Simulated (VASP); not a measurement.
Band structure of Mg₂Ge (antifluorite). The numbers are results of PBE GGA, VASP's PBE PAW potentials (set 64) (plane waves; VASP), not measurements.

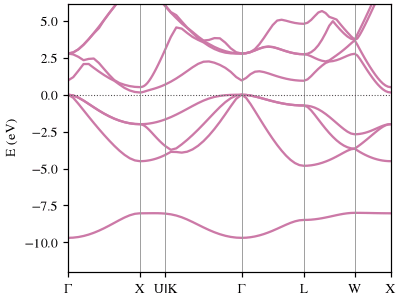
Figure. Bands along high-symmetry lines, zero at the valence-band maximum or, without a gap, the Fermi level

Task: Read the plot: is there a gap, and where are the band edges?

Result: The gap is indirect, 0.15 eV, from the valence maximum at Γ to the conduction minimum at X. (Edges off the drawn lines would not show.)

Measured: gap 0.74 eV (computed value off by -0.59 eV), as given by Byungki Ryu et al., Journal of the Korean Physical Society (2019), arXiv:1905.06140.

The compound is Mg2Ge in the antifluorite structure. It was relaxed first.
